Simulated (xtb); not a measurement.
# Calculation of the molecule and its ions, with input and output: CH7NSi2 (part 1 of 2)

The run: calculation of the molecule and its ions of CH7NSi2. Method and program: GFN1-xTB (xtb 6.7.1).

The run did not end well. The geometry was optimised with GFN1-xTB.

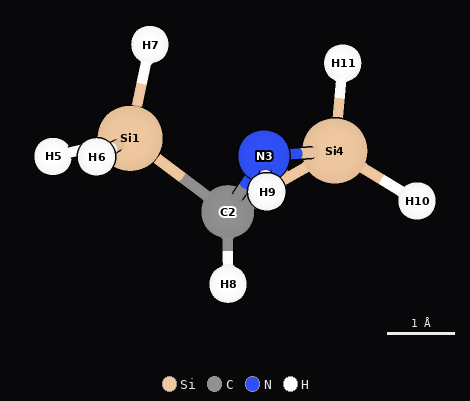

**Figure 1.** The structure as given in the input (ball-and-stick view, seen at a tilt; atoms are numbered from 1 in the order of the input). Bond lengths as drawn: C–H 1.09 Å, C–N 1.64 Å, C–Si 1.84 to 1.88 Å, H–N 1.01 Å, H–Si 1.44 to 1.47 Å and N–Si 1.74 Å.

Input file (struc.tmol)
```
$coord
     -1.880031829606      2.086200949803     -0.378852293465  si
     -0.895484518676     -1.329781376638     -0.585474947932  c
      0.899717505196     -0.177067337877      1.658385852449  n
      2.553095583414     -1.765590015499     -0.696949892023  si
     -3.969709875479      2.605573277895     -2.145387172026  h
     -2.911293170337      2.748984593493      2.070875270932  h
      0.126422677737      3.761216392149     -1.202621705712  h
     -2.094855895454     -2.888521970535      0.053894989074  h
      0.397787349234     -0.684647774952      3.431648156014  h
      3.595544102803     -4.187047277072     -0.020163377750  h
      4.178845865691     -0.169338358028     -2.185335982301  h
$end
```

File .CHRG
```
0
```

File .UHF
```
0
```

Machine: 1 thread of Intel Xeon @ 2.50GHz (Skylake/Cascade Lake), 189 GiB of memory available, shared host.

Run as:
```bash
xtb struc.tmol --gfn 1 --acc 0.1 --vipea > struc.out 2> xtb.err
```

Log
```
* xtb version 6.7.1
   ID    Z sym.   atoms
    1   14 si     1, 4
    2    6 c      2
    3    7 n      3
    4    1 h      5-11

           -------------------------------------------------
          |                Calculation Setup                |
           -------------------------------------------------

          program call               : xtb struc.tmol --gfn 1 --acc 0.1 --vipea
          coordinate file            : struc.tmol
          omp threads                :                     1

           -------------------------------------------------
          |                 G F N 1 - x T B                 |
           -------------------------------------------------

      * Hamiltonian:
        H0-scaling (s, p, d)           1.850000    2.250000    2.000000
        zeta-weighting                 0.000000
      * Dispersion:
        s8                             2.400000
        a1                             0.630000
        a2                             5.000000
        s9                             0.000000
      * Repulsion:
        kExp                           1.500000
        rExp                           1.000000
      * Coulomb:
        alpha                          2.000000
        third order                    atomic
        anisotropic                    false
      * Halogen bond correction:
        rad-scale                      1.300000
        damping                        0.440000

          ...................................................
          :                      SETUP                      :
          :.................................................:
          :  # basis functions                  42          :
          :  # atomic orbitals                  40          :
          :  # shells                           24          :
          :  # electrons                        24          :
          :  # halogen bonds                     0          :
          :  max. iterations                   250          :
          :  Hamiltonian                  GFN1-xTB          :
          :  restarted?                      false          :
          :  GBSA solvation                  false          :
          :  PC potential                    false          :
          :  electronic temp.          300.0000000     K    :
          :  accuracy                    0.1000000          :
          :  -> integral cutoff          0.3500000E+02      :
          :  -> integral neglect         0.1000000E-08      :
          :  -> SCF convergence          0.1000000E-06 Eh   :
          :  -> wf. convergence          0.2000000E-05 e    :
          :  Broyden damping             0.4000000          :
          :  net charge                          0          :
          :  unpaired electrons                  0          :
          ...................................................

 iter      E             dE          RMSdq      gap      omega  full diag
   1    -12.8787369 -0.128787E+02  0.674E+00    4.57       0.0  T
   2    -12.9026213 -0.238844E-01  0.400E+00    4.59       1.0  T
   3    -12.9025958  0.255037E-04  0.550E-01    4.48       1.0  T
   4    -12.9043700 -0.177425E-02  0.150E-01    4.54       1.0  T
   5    -12.9044437 -0.736793E-04  0.357E-02    4.52       1.0  T
   6    -12.9044484 -0.465937E-05  0.140E-02    4.53       2.2  T
   7    -12.9044491 -0.760896E-06  0.365E-03    4.53       8.3  T
   8    -12.9044492 -0.615365E-07  0.187E-03    4.53      16.1  T
   9    -12.9044492 -0.387429E-07  0.169E-04    4.53     178.5  T
  10    -12.9044492 -0.234410E-09  0.340E-05    4.53     886.2  T
  11    -12.9044492 -0.564526E-11  0.803E-06    4.53    3755.3  T
  12    -12.9044492 -0.623501E-12  0.343E-06    4.53    8790.2  T

   *** convergence criteria satisfied after 12 iterations ***

         #    Occupation            Energy/Eh            Energy/eV
      -------------------------------------------------------------
         1        2.0000           -0.7432933             -20.2260
       ...           ...                  ...                  ...
         6        2.0000           -0.4811137             -13.0918
         7        2.0000           -0.4719250             -12.8417
         8        2.0000           -0.4524488             -12.3118
         9        2.0000           -0.4502645             -12.2523
        10        2.0000           -0.4419378             -12.0257
        11        2.0000           -0.4292505             -11.6805
        12        2.0000           -0.3958592             -10.7719 (HOMO)
        13                         -0.2293676              -6.2414 (LUMO)
        14                         -0.1873172              -5.0972
        15                         -0.1659122              -4.5147
        16                         -0.1402159              -3.8155
        17                         -0.1325964              -3.6081
       ...                                ...                  ...
        40                          1.7039804              46.3677
      -------------------------------------------------------------
                  HL-Gap            0.1664917 Eh            4.5305 eV
             Fermi-level           -0.3126134 Eh           -8.5066 eV

 SCC (total)                   0 d,  0 h,  0 min,  0.050 sec
 SCC setup                      ...        0 min,  0.000 sec (  0.332%)
 Dispersion                     ...        0 min,  0.000 sec (  0.163%)
 classical contributions        ...        0 min,  0.000 sec (  0.057%)
 integral evaluation            ...        0 min,  0.007 sec ( 12.938%)
 iterations                     ...        0 min,  0.020 sec ( 39.041%)
 molecular gradient             ...        0 min,  0.024 sec ( 46.748%)
 printout                       ...        0 min,  0.000 sec (  0.654%)

         :::::::::::::::::::::::::::::::::::::::::::::::::::::
         ::                     SUMMARY                     ::
         :::::::::::::::::::::::::::::::::::::::::::::::::::::
         :: total energy             -12.779312043339 Eh    ::
         :: gradient norm              0.000035487069 Eh/a0 ::
         :: HOMO-LUMO gap              4.530468469641 eV    ::
         ::.................................................::
         :: SCC energy               -12.904449240389 Eh    ::
         :: -> electrostatic           0.018328038801 Eh    ::
         :: repulsion energy           0.129062536873 Eh    ::
         :: dispersion energy         -0.003925339823 Eh    ::
         :: halogen bond corr.         0.000000000000 Eh    ::
         :: add. restraining           0.000000000000 Eh    ::
         :: total charge               0.000000000000 e     ::
         :::::::::::::::::::::::::::::::::::::::::::::::::::::

           -------------------------------------------------
          |        vertical delta SCC IP calculation        |
           -------------------------------------------------

 iter      E             dE          RMSdq      gap      omega  full diag
   1    -12.3741365 -0.123741E+02  0.139E+00    4.53       0.0  T
   2    -12.3967223 -0.225858E-01  0.106E+00    5.04       1.0  T
   3    -12.4022938 -0.557148E-02  0.712E-01    5.04       1.0  T
   4    -12.4017213  0.572473E-03  0.552E-01    5.00       1.0  T
   5    -12.4022247 -0.503379E-03  0.281E-01    5.17       1.0  T
   6    -12.4033287 -0.110402E-02  0.740E-02    5.08       1.0  T
   7    -12.4034122 -0.834819E-04  0.181E-02    5.06       1.7  T
   8    -12.4034156 -0.348072E-05  0.529E-03    5.06       5.7  T
   9    -12.4034161 -0.414890E-06  0.244E-03    5.06      12.3  T
  10    -12.4034161 -0.708549E-07  0.582E-04    5.06      51.8  T
  11    -12.4034161 -0.300966E-08  0.154E-04    5.06     195.7  T
  12    -12.4034161 -0.267042E-09  0.204E-05    5.06    1477.0  T
  13    -12.4034161 -0.536282E-11  0.520E-06    5.06    5798.1  T
  14    -12.4034161 -0.305533E-12  0.161E-06    5.06   18671.1  T
     SCC iter.                  ...        0 min,  0.009 sec
     gradient                   ...        0 min,  0.016 sec
------------------------------------------------------------------------
empirical IP shift (eV):    4.8455
delta SCC IP (eV):    8.7883
------------------------------------------------------------------------
           -------------------------------------------------
          |        vertical delta SCC EA calculation        |
           -------------------------------------------------

 iter      E             dE          RMSdq      gap      omega  full diag
   1    -12.9652735 -0.129653E+02  0.267E+00    0.92       0.0  T
   2    -13.0162417 -0.509682E-01  0.186E+00    0.51       1.0  T
   3    -13.0320829 -0.158412E-01  0.158E+00    0.97       1.0  T
   4    -13.0357671 -0.368423E-02  0.109E+00    0.86       1.0  T
   5    -13.0375035 -0.173633E-02  0.453E-01    1.02       1.0  T
   6    -13.0375749 -0.714553E-04  0.245E-01    1.09       1.0  T
   7    -13.0377813 -0.206358E-03  0.204E-01    1.11       1.0  T
   8    -13.0377246  0.566341E-04  0.216E-01    1.10       1.0  T
   9    -13.0423687 -0.464402E-02  0.365E-01    1.46       1.0  T
  10    -13.0424063 -0.376714E-04  0.364E-01    1.47       1.0  T
  11    -13.0369322  0.547413E-02  0.501E-01    1.02       1.0  T
  12    -13.0397394 -0.280722E-02  0.225E-01    1.36       1.0  T
  13    -13.0649924 -0.252529E-01  0.863E-01    1.71       1.0  T
  14    -13.1028458 -0.378535E-01  0.129E+00    1.76       1.0  T
  15    -13.1279501 -0.251043E-01  0.149E+00    1.76       1.0  T
  16    -13.1716586 -0.437085E-01  0.178E+00    1.75       1.0  T
  17    -13.1688498  0.280881E-02  0.176E+00    1.75       1.0  T
  18    -13.1813096 -0.124597E-01  0.183E+00    1.74       1.0  T
  19    -13.1830434 -0.173384E-02  0.184E+00    1.74       1.0  T
  20    -13.1728301  0.102133E-01  0.179E+00    1.74       1.0  T
  21    -13.1322152  0.406149E-01  0.153E+00    1.76       1.0  T
  22    -13.0898943  0.423209E-01  0.118E+00    1.75       1.0  T
  23    -13.0678751  0.220192E-01  0.927E-01    1.71       1.0  T
  24    -13.0509469  0.169282E-01  0.637E-01    1.63       1.0  T
  25    -13.0426056  0.834134E-02  0.398E-01    1.49       1.0  T
  26    -13.0392479  0.335767E-02  0.230E-01    1.32       1.0  T
  27    -13.0381123  0.113557E-02  0.172E-01    1.16       1.0  T
  28    -13.0378125  0.299841E-03  0.197E-01    1.10       1.0  T
  29    -13.0370969  0.715598E-03  0.416E-01    1.02       1.0  T
  30    -13.0355591  0.153782E-02  0.877E-01    1.05       1.0  T
  31    -13.0349692  0.589801E-03  0.102E+00    1.07       1.0  T
  32    -13.0355163 -0.547054E-03  0.914E-01    1.05       1.0  T
  33    -13.0360633 -0.547045E-03  0.771E-01    1.03       1.0  T
  34    -13.0357288  0.334555E-03  0.843E-01    1.04       1.0  T
  35    -13.0353173  0.411458E-03  0.934E-01    1.05       1.0  T
  36    -13.0350684  0.248925E-03  0.985E-01    1.06       1.0  T
  37    -13.0350125  0.559061E-04  0.996E-01    1.06       1.0  T
  38    -13.0351445 -0.131964E-03  0.970E-01    1.06       1.0  T
  39    -13.0354663 -0.321783E-03  0.903E-01    1.05       1.0  T
  40    -13.0359056 -0.439298E-03  0.802E-01    1.04       1.0  T
  41    -13.0363620 -0.456455E-03  0.681E-01    1.03       1.0  T
  42    -13.0367617 -0.399667E-03  0.555E-01    1.02       1.0  T
  43    -13.0370777 -0.316013E-03  0.439E-01    1.02       1.0  T
  44    -13.0373208 -0.243117E-03  0.341E-01    1.03       1.0  T
  45    -13.0375150 -0.194170E-03  0.266E-01    1.04       1.0  T
  46    -13.0376800 -0.165004E-03  0.211E-01    1.06       1.0  T
  47    -13.0378270 -0.147034E-03  0.174E-01    1.09       1.0  T
  48    -13.0379618 -0.134777E-03  0.153E-01    1.12       1.0  T
  49    -13.0380910 -0.129185E-03  0.142E-01    1.14       1.0  T
  50    -13.0382379 -0.146969E-03  0.138E-01    1.17       1.0  T
  51    -13.0385574 -0.319503E-03  0.148E-01    1.23       1.0  T
  52    -13.0387623 -0.204871E-03  0.159E-01    1.26       1.0  T
  53    -13.0388649 -0.102560E-03  0.166E-01    1.27       1.0  T
  54    -13.0388238  0.410456E-04  0.163E-01    1.27       1.0  T
  55    -13.0386355  0.188311E-03  0.152E-01    1.24       1.0  T
  56    -13.0383445  0.291053E-03  0.139E-01    1.19       1.0  T
  57    -13.0379532  0.391290E-03  0.154E-01    1.11       1.0  T
  58    -13.0375942  0.358967E-03  0.238E-01    1.05       1.0  T
  59    -13.0369725  0.621701E-03  0.493E-01    1.02       1.0  T
  60    -13.0283454  0.862713E-02  0.196E+00    1.24       1.0  T
  61    -19.6945506 -0.666621E+01  0.159E+01    0.29       1.0  T
  62    -91.9457976 -0.722512E+02  0.250E+01    0.42       1.0  T
```
